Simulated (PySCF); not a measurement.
# BFH4N2: NMR shifts at several levels of theory

How much do the NMR shifts of BFH4N2 (`NB(N)F`) depend on the level of theory, and what does each level cost?

The runs use PySCF 2.14.0, with density-fitted response routines of our own; the level of theory stands in each step. All values are computed, except where a source is named. Atoms count from 0, in the outputs and in this text.

## 1. The starting structure

8 atoms, charge 0, multiplicity 1; geometry from: PBE0-D3(BJ)/def2-SVP.

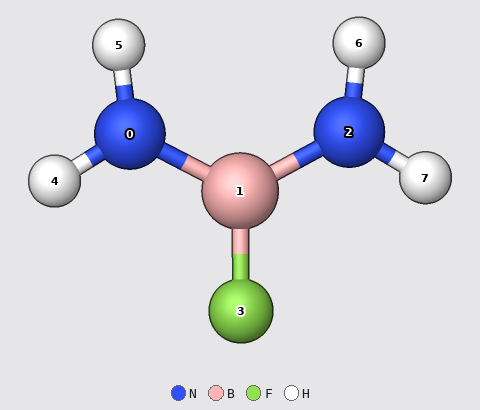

The starting geometry (nitrogen blue, boron pink, fluorine green, hydrogen white), atoms numbered.

## 2. NMR shieldings: HF/pcSseg-2

What the job is given:

```
{"job": {"kind": "nmr", "xc": "HF", "basis": "pcSseg-2", "pop": false}, "charge": 0, "multiplicity": 1}
N      1.118785    -0.313563    -0.532171
B      0.017438     0.436154    -0.063927
N     -1.114847    -0.113961     0.575978
F      0.050809     1.774455    -0.240572
H      1.899256     0.136005    -0.987492
H      1.200753    -1.315424    -0.455892
H     -1.245790    -1.096709     0.758706
H     -1.873809     0.473057     0.889060
```

Level: GIAO HF/pcSseg-2 NMR shielding, non-relativistic, gas phase.

On the command line:

```
$ OMP_NUM_THREADS=1 python probes_run.py task.json out
```

One launch serves the whole session: the jobs run in the order shown.

The program printed:

```text
final grid: 66288 points
cycle   1  E = -235.5478894493  dE =  4.835e-01  |g| = 5.155e-01  |ddm| = 1.784e+00
cycle   2  E = -235.5974611478  dE = -4.957e-02  |g| = 2.607e-01  |ddm| = 3.534e-01
cycle   3  E = -235.6068635122  dE = -9.402e-03  |g| = 5.392e-02  |ddm| = 1.078e-01
cycle   4  E = -235.6075737071  dE = -7.102e-04  |g| = 9.128e-03  |ddm| = 4.113e-02
cycle   5  E = -235.6076007089  dE = -2.700e-05  |g| = 3.390e-03  |ddm| = 9.352e-03
cycle   6  E = -235.6076034686  dE = -2.760e-06  |g| = 6.771e-04  |ddm| = 2.568e-03
cycle   7  E = -235.6076036808  dE = -2.122e-07  |g| = 1.628e-04  |ddm| = 9.438e-04
cycle   8  E = -235.6076036948  dE = -1.399e-08  |g| = 2.766e-05  |ddm| = 2.486e-04
cycle   9  E = -235.6076036952  dE = -4.017e-10  |g| = 5.040e-06  |ddm| = 3.738e-05
converged SCF energy = -235.6076036952

GIAO shielding tensors (ppm)
atom      isotropic    diamagn.    paramagn.     s11        s22        s33       span
  0 N      228.553     317.967     -89.414    199.629    220.745    265.285     65.656
  1 B       90.781     190.664     -99.883     64.089     99.174    109.080     44.991
  2 N      228.613     317.980     -89.367    199.754    220.858    265.229     65.474
  3 F      362.040     468.508    -106.468    281.604    372.198    432.317    150.714
  4 H       29.678      30.367      -0.689     23.219     26.216     39.599     16.380
  5 H       29.961      31.904      -1.943     23.420     27.117     39.345     15.925
  6 H       29.959      31.912      -1.953     23.416     27.116     39.344     15.928
  7 H       29.680      30.388      -0.708     23.219     26.208     39.612     16.393
```

Wall time 4.6 s (1 thread of Arm Neoverse V2, shared host); peak memory 0.79 GiB.

The references, computed at this level on geometries of the same kind, shield at (ppm): 1H TMS 31.68, 19F CFCl3 245.3, 15N NH3 260.7, 11B BF3·OEt2 114.5. Their shielding less the atom's gives the shift. The references are single molecules in the gas phase, so shifts against H2O, NH3, PH3, H3PO4 or CFCl3 are not on the usual liquid scales and can be off by tens of ppm. Atoms listed in one row are averaged.

| atoms | environment | σ (ppm) | δ (ppm) |
| --- | --- | --- | --- |
| H4, H5, H6, H7 | hydrogen on a nitrogen bonded to B | 29.82 | 1.86 |
| N0, N2 | nitrogen bonded to B, 2 H | 228.6 | 32.2 |
| B1 | boron bonded to F, 2 N | 90.8 | 23.7 |
| F3 | fluorine bonded to B | 362.0 | -116.8 |

## 3. Shielding tensors: LDA/pcSseg-2

Settings changed since step 2:

```diff
@@ -1,2 +1,2 @@
-{"job": {"kind": "nmr", "xc": "HF", "basis": "pcSseg-2", "pop": false}, "charge": 0, "multiplicity": 1}
+{"job": {"kind": "nmr", "xc": "LDA", "basis": "pcSseg-2", "pop": false}, "charge": 0, "multiplicity": 1}
 N      1.118785    -0.313563    -0.532171
```

With the program's defaults for keys left out, this is: GIAO LDA/pcSseg-2 NMR shielding, non-relativistic, gas phase.

The program printed:

```text
coarse grid: 6776 points
cycle   1  E = -234.9341301544  dE =  3.415e-01  |g| = 7.774e-01  |ddm| = 1.931e+00
cycle   2  E = -234.6855498547  dE =  2.486e-01  |g| = 1.394e+00  |ddm| = 1.176e+00
cycle   3  E = -235.0515662484  dE = -3.660e-01  |g| = 6.815e-02  |ddm| = 7.920e-01
cycle   4  E = -235.0520079490  dE = -4.417e-04  |g| = 4.637e-02  |ddm| = 5.221e-02
cycle   5  E = -235.0523427540  dE = -3.348e-04  |g| = 1.262e-02  |ddm| = 2.364e-02
cycle   6  E = -235.0523753336  dE = -3.258e-05  |g| = 2.377e-03  |ddm| = 8.690e-03
cycle   7  E = -235.0523764755  dE = -1.142e-06  |g| = 3.935e-04  |ddm| = 1.668e-03
final grid: 66288 points
cycle   8  E = -235.0473731831  dE = -1.004e-04  |g| = 8.162e-03  |ddm| = 2.871e-02
cycle   9  E = -235.0473517373  dE =  2.145e-05  |g| = 1.385e-02  |ddm| = 8.677e-03
cycle  10  E = -235.0473837773  dE = -3.204e-05  |g| = 6.613e-04  |ddm| = 5.868e-03
cycle  11  E = -235.0473838135  dE = -3.613e-08  |g| = 3.238e-04  |ddm| = 3.648e-04
cycle  12  E = -235.0473838320  dE = -1.856e-08  |g| = 4.899e-05  |ddm| = 1.580e-04
cycle  13  E = -235.0473838324  dE = -3.491e-10  |g| = 1.286e-05  |ddm| = 2.931e-05
converged SCF energy = -235.0473838324

GIAO shielding tensors (ppm)
atom      isotropic    diamagn.    paramagn.     s11        s22        s33       span
  0 N      214.579     318.162    -103.583    177.354    207.735    258.647     81.293
  1 B       69.970     191.473    -121.503     43.270     83.157     83.483     40.213
  2 N      214.659     318.177    -103.519    177.506    207.867    258.603     81.096
  3 F      310.621     468.039    -157.419    219.120    308.643    404.099    184.979
  4 H       28.986      30.381      -1.395     23.498     25.620     37.838     14.340
  5 H       29.207      31.778      -2.572     23.455     26.548     37.617     14.162
  6 H       29.206      31.787      -2.581     23.452     26.549     37.616     14.164
  7 H       28.988      30.398      -1.409     23.498     25.613     37.853     14.355
```

It took 11 s on 1 thread of Arm Neoverse V2, shared host; peak memory 0.8 GiB.

This run: δ N0 52.1, B1 21.0, F3 -172.4, H4 1.67 ppm (means over like atoms).

## 4. Nuclear shieldings: PBE/pcSseg-2

Settings changed since step 3:

```diff
@@ -1,2 +1,2 @@
-{"job": {"kind": "nmr", "xc": "LDA", "basis": "pcSseg-2", "pop": false}, "charge": 0, "multiplicity": 1}
+{"job": {"kind": "nmr", "xc": "PBE", "basis": "pcSseg-2", "pop": false}, "charge": 0, "multiplicity": 1}
 N      1.118785    -0.313563    -0.532171
```

With the program's defaults for keys left out, this is: GIAO PBE/pcSseg-2 NMR shielding, non-relativistic, gas phase.

The program printed:

```text
coarse grid: 6776 points
cycle   1  E = -236.4732791204  dE =  3.554e-01  |g| = 7.856e-01  |ddm| = 1.814e+00
cycle   2  E = -236.2293130979  dE =  2.440e-01  |g| = 1.386e+00  |ddm| = 1.219e+00
cycle   3  E = -236.5915569513  dE = -3.622e-01  |g| = 7.250e-02  |ddm| = 8.318e-01
cycle   4  E = -236.5919585300  dE = -4.016e-04  |g| = 5.213e-02  |ddm| = 5.392e-02
cycle   5  E = -236.5924017952  dE = -4.433e-04  |g| = 1.090e-02  |ddm| = 2.537e-02
cycle   6  E = -236.5924271317  dE = -2.534e-05  |g| = 2.250e-03  |ddm| = 8.411e-03
cycle   7  E = -236.5924282119  dE = -1.080e-06  |g| = 3.236e-04  |ddm| = 1.721e-03
final grid: 66288 points
cycle   8  E = -236.5934417684  dE = -1.201e-04  |g| = 1.264e-02  |ddm| = 3.387e-02
cycle   9  E = -236.5933820959  dE =  5.967e-05  |g| = 2.131e-02  |ddm| = 1.510e-02
cycle  10  E = -236.5934715192  dE = -8.942e-05  |g| = 1.247e-03  |ddm| = 9.863e-03
cycle  11  E = -236.5934717501  dE = -2.309e-07  |g| = 6.395e-04  |ddm| = 9.116e-04
cycle  12  E = -236.5934718061  dE = -5.594e-08  |g| = 1.201e-04  |ddm| = 2.795e-04
cycle  13  E = -236.5934718092  dE = -3.105e-09  |g| = 2.235e-05  |ddm| = 9.790e-05
cycle  14  E = -236.5934718093  dE = -9.896e-11  |g| = 3.110e-06  |ddm| = 1.535e-05
converged SCF energy = -236.5934718093

GIAO shielding tensors (ppm)
atom      isotropic    diamagn.    paramagn.     s11        s22        s33       span
  0 N      214.794     317.298    -102.504    182.029    204.836    257.516     75.487
  1 B       72.479     191.411    -118.933     47.485     84.972     84.980     37.495
  2 N      214.868     317.311    -102.442    182.174    204.963    257.469     75.294
  3 F      315.498     468.969    -153.472    225.670    318.207    402.616    176.947
  4 H       29.484      30.682      -1.198     24.000     26.277     38.175     14.175
  5 H       29.708      32.070      -2.362     23.954     27.194     37.977     14.023
  6 H       29.708      32.080      -2.372     23.951     27.195     37.976     14.025
  7 H       29.486      30.700      -1.214     24.000     26.269     38.190     14.189
```

It took 14 s on 1 thread of Arm Neoverse V2, shared host; peak memory 0.84 GiB.

Key values: δ N0 46.2, B1 20.2, F3 -172.6, H4 1.58 ppm (means over like atoms).

## 5. NMR shieldings: BLYP/pcSseg-2

Settings changed since step 4:

```diff
@@ -1,2 +1,2 @@
-{"job": {"kind": "nmr", "xc": "PBE", "basis": "pcSseg-2", "pop": false}, "charge": 0, "multiplicity": 1}
+{"job": {"kind": "nmr", "xc": "BLYP", "basis": "pcSseg-2", "pop": false}, "charge": 0, "multiplicity": 1}
 N      1.118785    -0.313563    -0.532171
```

Level: GIAO BLYP/pcSseg-2 NMR shielding, non-relativistic, gas phase.

The program printed:

```text
coarse grid: 6776 points
cycle   1  E = -236.6712828086  dE =  3.688e-01  |g| = 8.546e-01  |ddm| = 1.805e+00
cycle   2  E = -236.3524808929  dE =  3.188e-01  |g| = 1.554e+00  |ddm| = 1.346e+00
cycle   3  E = -236.8074017005  dE = -4.549e-01  |g| = 7.834e-02  |ddm| = 9.489e-01
cycle   4  E = -236.8076176235  dE = -2.159e-04  |g| = 6.544e-02  |ddm| = 5.774e-02
cycle   5  E = -236.8083322715  dE = -7.146e-04  |g| = 9.678e-03  |ddm| = 3.054e-02
cycle   6  E = -236.8083518728  dE = -1.960e-05  |g| = 2.486e-03  |ddm| = 7.975e-03
cycle   7  E = -236.8083533140  dE = -1.441e-06  |g| = 4.145e-04  |ddm| = 2.086e-03
final grid: 66288 points
cycle   8  E = -236.8108737147  dE = -1.100e-04  |g| = 1.025e-02  |ddm| = 2.990e-02
cycle   9  E = -236.8108324068  dE =  4.131e-05  |g| = 1.765e-02  |ddm| = 1.191e-02
cycle  10  E = -236.8108925279  dE = -6.012e-05  |g| = 8.789e-04  |ddm| = 8.055e-03
cycle  11  E = -236.8108925959  dE = -6.796e-08  |g| = 7.340e-04  |ddm| = 6.575e-04
cycle  12  E = -236.8108926725  dE = -7.658e-08  |g| = 3.183e-05  |ddm| = 2.947e-04
cycle  13  E = -236.8108926726  dE = -1.442e-10  |g| = 1.160e-05  |ddm| = 2.736e-05
converged SCF energy = -236.8108926726

GIAO shielding tensors (ppm)
atom      isotropic    diamagn.    paramagn.     s11        s22        s33       span
  0 N      212.404     315.522    -103.118    181.205    200.041    255.966     74.761
  1 B       70.287     189.763    -119.477     44.606     83.116     83.138     38.532
  2 N      212.480     315.532    -103.052    181.352    200.173    255.913     74.561
  3 F      317.493     469.666    -152.172    229.252    322.038    401.190    171.938
  4 H       29.697      30.995      -1.298     24.280     26.612     38.198     13.918
  5 H       29.928      32.294      -2.366     24.236     27.526     38.021     13.785
  6 H       29.927      32.304      -2.377     24.234     27.528     38.021     13.787
  7 H       29.699      31.011      -1.312     24.280     26.605     38.213     13.933
```

It took 13 s on 1 thread of Arm Neoverse V2, shared host; peak memory 0.84 GiB.

In short: δ N0 45.1, B1 20.8, F3 -174.4, H4 1.56 ppm (means over like atoms).

## 6. Shielding tensors: BP86/pcSseg-2

Settings changed since step 5:

```diff
@@ -1,2 +1,2 @@
-{"job": {"kind": "nmr", "xc": "BLYP", "basis": "pcSseg-2", "pop": false}, "charge": 0, "multiplicity": 1}
+{"job": {"kind": "nmr", "xc": "BP86", "basis": "pcSseg-2", "pop": false}, "charge": 0, "multiplicity": 1}
 N      1.118785    -0.313563    -0.532171
```

Method: GIAO BP86/pcSseg-2 NMR shielding, non-relativistic, gas phase.

The program printed:

```text
coarse grid: 6776 points
cycle   1  E = -236.7400087287  dE =  3.583e-01  |g| = 7.938e-01  |ddm| = 1.809e+00
cycle   2  E = -236.5046680990  dE =  2.353e-01  |g| = 1.385e+00  |ddm| = 1.159e+00
cycle   3  E = -236.8592028349  dE = -3.545e-01  |g| = 7.569e-02  |ddm| = 7.832e-01
cycle   4  E = -236.8597339504  dE = -5.311e-04  |g| = 4.953e-02  |ddm| = 5.363e-02
cycle   5  E = -236.8601327250  dE = -3.988e-04  |g| = 1.068e-02  |ddm| = 2.405e-02
cycle   6  E = -236.8601568717  dE = -2.415e-05  |g| = 2.321e-03  |ddm| = 8.027e-03
cycle   7  E = -236.8601579645  dE = -1.093e-06  |g| = 4.489e-04  |ddm| = 1.667e-03
final grid: 66288 points
cycle   8  E = -236.8596219942  dE = -1.153e-04  |g| = 9.982e-03  |ddm| = 3.347e-02
cycle   9  E = -236.8595918624  dE =  3.013e-05  |g| = 1.672e-02  |ddm| = 1.087e-02
cycle  10  E = -236.8596374833  dE = -4.562e-05  |g| = 7.865e-04  |ddm| = 7.190e-03
cycle  11  E = -236.8596375221  dE = -3.875e-08  |g| = 5.228e-04  |ddm| = 5.671e-04
cycle  12  E = -236.8596375717  dE = -4.968e-08  |g| = 9.109e-05  |ddm| = 2.514e-04
cycle  13  E = -236.8596375731  dE = -1.400e-09  |g| = 2.327e-05  |ddm| = 6.479e-05
cycle  14  E = -236.8596375733  dE = -1.334e-10  |g| = 2.492e-06  |ddm| = 1.978e-05
converged SCF energy = -236.8596375733

GIAO shielding tensors (ppm)
atom      isotropic    diamagn.    paramagn.     s11        s22        s33       span
  0 N      214.295     317.050    -102.755    181.995    204.864    256.025     74.030
  1 B       73.136     191.665    -118.529     48.435     85.183     85.792     37.357
  2 N      214.368     317.063    -102.695    182.138    204.989    255.976     73.838
  3 F      316.874     468.064    -151.190    227.952    318.697    403.973    176.021
  4 H       29.547      30.727      -1.180     24.061     26.383     38.195     14.135
  5 H       29.777      32.105      -2.328     24.033     27.284     38.015     13.982
  6 H       29.777      32.116      -2.339     24.031     27.285     38.014     13.984
  7 H       29.549      30.745      -1.196     24.061     26.376     38.210     14.149
```

Wall time 14 s (1 thread of Arm Neoverse V2, shared host); peak memory 0.79 GiB.

This run: δ N0 44.9, B1 20.2, F3 -172.9, H4 1.57 ppm (means over like atoms).

## 7. Shielding tensors: OPBE/pcSseg-2

Settings changed since step 6:

```diff
@@ -1,2 +1,2 @@
-{"job": {"kind": "nmr", "xc": "BP86", "basis": "pcSseg-2", "pop": false}, "charge": 0, "multiplicity": 1}
+{"job": {"kind": "nmr", "xc": "OPBE", "basis": "pcSseg-2", "pop": false}, "charge": 0, "multiplicity": 1}
 N      1.118785    -0.313563    -0.532171
```

Method: GIAO OPBE/pcSseg-2 NMR shielding, non-relativistic, gas phase.

The program printed:

```text
coarse grid: 6776 points
cycle   1  E = -236.6284101082  dE =  3.405e-01  |g| = 7.520e-01  |ddm| = 1.815e+00
cycle   2  E = -236.4399158534  dE =  1.885e-01  |g| = 1.259e+00  |ddm| = 1.210e+00
cycle   3  E = -236.7378536621  dE = -2.979e-01  |g| = 8.038e-02  |ddm| = 8.211e-01
cycle   4  E = -236.7384981454  dE = -6.445e-04  |g| = 5.213e-02  |ddm| = 6.069e-02
cycle   5  E = -236.7389543304  dE = -4.562e-04  |g| = 1.012e-02  |ddm| = 2.478e-02
cycle   6  E = -236.7389758859  dE = -2.156e-05  |g| = 2.757e-03  |ddm| = 8.660e-03
cycle   7  E = -236.7389775890  dE = -1.703e-06  |g| = 3.497e-04  |ddm| = 2.047e-03
final grid: 66288 points
cycle   8  E = -236.7320592645  dE = -2.259e-04  |g| = 1.943e-02  |ddm| = 5.784e-02
cycle   9  E = -236.7319632369  dE =  9.603e-05  |g| = 3.170e-02  |ddm| = 2.398e-02
cycle  10  E = -236.7321139804  dE = -1.507e-04  |g| = 2.741e-03  |ddm| = 1.519e-02
cycle  11  E = -236.7321153529  dE = -1.372e-06  |g| = 6.492e-04  |ddm| = 1.739e-03
cycle  12  E = -236.7321154277  dE = -7.483e-08  |g| = 2.247e-04  |ddm| = 3.802e-04
cycle  13  E = -236.7321154384  dE = -1.069e-08  |g| = 3.665e-05  |ddm| = 1.517e-04
cycle  14  E = -236.7321154387  dE = -2.843e-10  |g| = 4.864e-06  |ddm| = 2.289e-05
converged SCF energy = -236.7321154387

GIAO shielding tensors (ppm)
atom      isotropic    diamagn.    paramagn.     s11        s22        s33       span
  0 N      219.300     319.648    -100.348    188.248    209.954    259.698     71.450
  1 B       78.559     193.745    -115.186     55.705     89.003     90.969     35.264
  2 N      219.370     319.665    -100.295    188.386    210.070    259.656     71.270
  3 F      321.224     470.171    -148.947    231.326    325.524    406.823    175.497
  4 H       29.502      30.346      -0.844     23.874     26.224     38.407     14.533
  5 H       29.732      31.905      -2.174     23.854     27.149     38.191     14.337
  6 H       29.731      31.917      -2.186     23.852     27.150     38.191     14.339
  7 H       29.504      30.370      -0.867     23.874     26.216     38.421     14.547
```

Run time: 14 s. Hardware: 1 thread of Arm Neoverse V2, shared host; peak memory 0.79 GiB.

In short: δ N0 43.5, B1 19.2, F3 -166.1, H4 1.58 ppm (means over like atoms).

## 8. NMR shieldings: KT2/pcSseg-2

Settings changed since step 7:

```diff
@@ -1,2 +1,2 @@
-{"job": {"kind": "nmr", "xc": "OPBE", "basis": "pcSseg-2", "pop": false}, "charge": 0, "multiplicity": 1}
+{"job": {"kind": "nmr", "xc": "KT2", "basis": "pcSseg-2", "pop": false}, "charge": 0, "multiplicity": 1}
 N      1.118785    -0.313563    -0.532171
```

Level: GIAO KT2/pcSseg-2 NMR shielding, non-relativistic, gas phase.

The program printed:

```text
coarse grid: 6776 points
cycle   1  E = -240.2348262208  dE =  3.920e-01  |g| = 8.644e-01  |ddm| = 1.728e+00
cycle   2  E = -239.9569781294  dE =  2.778e-01  |g| = 1.516e+00  |ddm| = 1.329e+00
cycle   3  E = -240.3700771221  dE = -4.131e-01  |g| = 1.318e-01  |ddm| = 9.455e-01
cycle   4  E = -240.3724448422  dE = -2.368e-03  |g| = 6.097e-02  |ddm| = 8.473e-02
cycle   5  E = -240.3731215506  dE = -6.767e-04  |g| = 8.873e-03  |ddm| = 2.883e-02
cycle   6  E = -240.3731374344  dE = -1.588e-05  |g| = 2.839e-03  |ddm| = 7.665e-03
cycle   7  E = -240.3731392267  dE = -1.792e-06  |g| = 4.436e-04  |ddm| = 2.295e-03
final grid: 66288 points
cycle   8  E = -240.3743073185  dE = -2.520e-04  |g| = 2.580e-02  |ddm| = 9.034e-02
cycle   9  E = -240.3740491896  dE =  2.581e-04  |g| = 4.859e-02  |ddm| = 3.031e-02
cycle  10  E = -240.3744009786  dE = -3.518e-04  |g| = 1.868e-03  |ddm| = 2.087e-02
cycle  11  E = -240.3744015646  dE = -5.861e-07  |g| = 9.112e-04  |ddm| = 1.498e-03
cycle  12  E = -240.3744017300  dE = -1.653e-07  |g| = 1.496e-04  |ddm| = 4.741e-04
cycle  13  E = -240.3744017350  dE = -4.996e-09  |g| = 4.267e-05  |ddm| = 1.376e-04
cycle  14  E = -240.3744017354  dE = -3.929e-10  |g| = 4.848e-06  |ddm| = 3.072e-05
converged SCF energy = -240.3744017354

GIAO shielding tensors (ppm)
atom      isotropic    diamagn.    paramagn.     s11        s22        s33       span
  0 N      218.883     316.039     -97.156    189.059    207.814    259.774     70.715
  1 B       79.089     191.963    -112.874     56.788     88.530     91.950     35.162
  2 N      218.951     316.054     -97.103    189.194    207.934    259.725     70.530
  3 F      319.899     468.084    -148.185    234.673    328.422    396.604    161.932
  4 H       29.495      30.662      -1.167     23.896     26.186     38.403     14.506
  5 H       29.710      32.110      -2.400     23.850     27.092     38.187     14.338
  6 H       29.709      32.120      -2.411     23.847     27.093     38.187     14.339
  7 H       29.497      30.681      -1.184     23.896     26.179     38.417     14.521
```

Wall time 14 s (1 thread of Arm Neoverse V2, shared host); peak memory 0.79 GiB.

Key values: δ N0 41.2, B1 19.2, F3 -183.6, H4 1.57 ppm (means over like atoms).

## 9. Shielding tensors: KT3/pcSseg-2

Settings changed since step 8:

```diff
@@ -1,2 +1,2 @@
-{"job": {"kind": "nmr", "xc": "KT2", "basis": "pcSseg-2", "pop": false}, "charge": 0, "multiplicity": 1}
+{"job": {"kind": "nmr", "xc": "KT3", "basis": "pcSseg-2", "pop": false}, "charge": 0, "multiplicity": 1}
 N      1.118785    -0.313563    -0.532171
```

Method: GIAO KT3/pcSseg-2 NMR shielding, non-relativistic, gas phase.

The program printed:

```text
coarse grid: 6776 points
cycle   1  E = -239.9527895570  dE =  3.849e-01  |g| = 8.805e-01  |ddm| = 1.722e+00
cycle   2  E = -239.6586285451  dE =  2.942e-01  |g| = 1.536e+00  |ddm| = 1.445e+00
cycle   3  E = -240.0945869162  dE = -4.360e-01  |g| = 1.227e-01  |ddm| = 1.046e+00
cycle   4  E = -240.0963086543  dE = -1.722e-03  |g| = 7.021e-02  |ddm| = 8.644e-02
cycle   5  E = -240.0972142037  dE = -9.055e-04  |g| = 7.369e-03  |ddm| = 3.215e-02
cycle   6  E = -240.0972241571  dE = -9.953e-06  |g| = 2.899e-03  |ddm| = 7.087e-03
final grid: 66288 points
cycle   7  E = -240.0968762222  dE = -2.617e-04  |g| = 2.423e-02  |ddm| = 7.909e-02
cycle   8  E = -240.0966826120  dE =  1.936e-04  |g| = 4.323e-02  |ddm| = 2.729e-02
cycle   9  E = -240.0969565465  dE = -2.739e-04  |g| = 2.194e-03  |ddm| = 1.875e-02
cycle  10  E = -240.0969574015  dE = -8.550e-07  |g| = 8.377e-04  |ddm| = 1.458e-03
cycle  11  E = -240.0969575402  dE = -1.387e-07  |g| = 1.387e-04  |ddm| = 4.377e-04
cycle  12  E = -240.0969575446  dE = -4.444e-09  |g| = 3.689e-05  |ddm| = 1.349e-04
cycle  13  E = -240.0969575449  dE = -2.955e-10  |g| = 5.294e-06  |ddm| = 2.800e-05
converged SCF energy = -240.0969575449

GIAO shielding tensors (ppm)
atom      isotropic    diamagn.    paramagn.     s11        s22        s33       span
  0 N      219.123     316.652     -97.529    191.182    206.488    259.698     68.516
  1 B       79.480     191.845    -112.365     57.374     88.765     92.301     34.926
  2 N      219.190     316.666     -97.475    191.316    206.606    259.649     68.332
  3 F      324.665     470.357    -145.693    239.442    335.159    399.394    159.952
  4 H       29.673      30.690      -1.017     24.049     26.439     38.532     14.483
  5 H       29.897      32.170      -2.272     24.014     27.356     38.321     14.308
  6 H       29.897      32.181      -2.284     24.011     27.358     38.321     14.310
  7 H       29.675      30.712      -1.036     24.049     26.431     38.546     14.497
```

It took 13 s on 1 thread of Arm Neoverse V2, shared host; peak memory 0.65 GiB.

This run: δ N0 39.5, B1 19.2, F3 -177.8, H4 1.57 ppm (means over like atoms).

[end of part 1 of 2]
